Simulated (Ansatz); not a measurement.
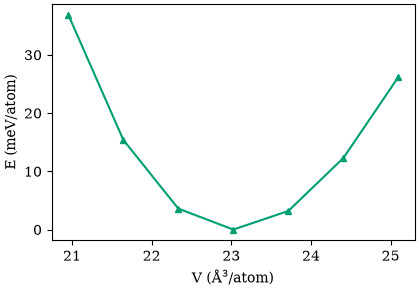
Sr2NCl in space group R-3m (No. 166; Sr on 6c, N on 3b, Cl on 3a) under volume change, the program Ansatz at the r²SCAN level (PAW), shape and atoms relaxed at each volume.

Question: What does a third-order Birch–Murnaghan fit give for V₀, B₀ and B′?

Answer: V₀ = 23.03 Å³/atom, B₀ = 53.0 GPa, B′ = 4.6.

The workflow started from a Materials Project entry (that database holds measured and hypothetical structures alike); the Crystallography Open Database files this formula in space group No. 166, but the cells were not matched. Whether it is the stable phase at ambient conditions was not checked. The cell was relaxed with r²SCAN under the symmetry of its start; its stability against distortions is not shown here.

Potentials: the later of the program's two PAW sets.
